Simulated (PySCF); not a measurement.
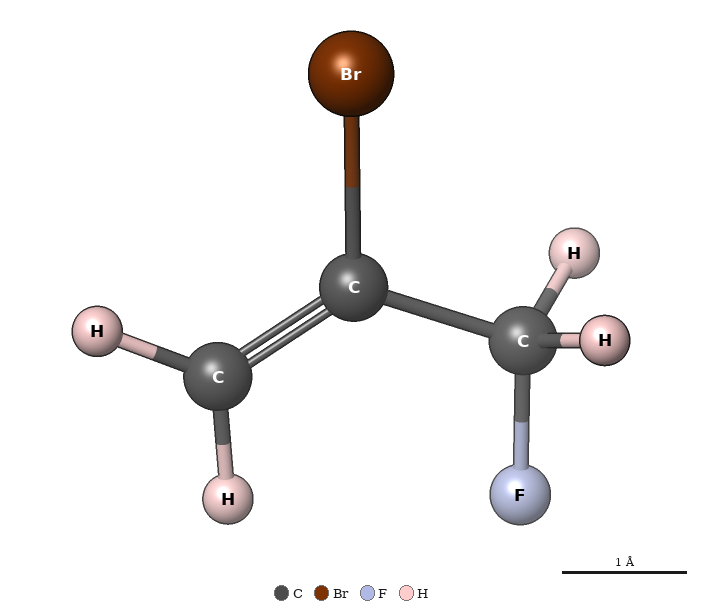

Atoms fade into the background with distance from the viewer. The computed structure is the end point of a PBE0-D3(BJ)/def2-SVP optimisation. No frequency run is at hand to confirm it as a minimum. Masses are those of the most abundant isotopes; constants are for the rigid equilibrium geometry.

**Classify the rotor and give the rotational constants (cm⁻¹).**

An asymmetric top (Cs): A = 0.273, B = 0.0522, C = 0.0442 cm⁻¹. Ray's parameter κ is −0.93, close to the prolate limit.
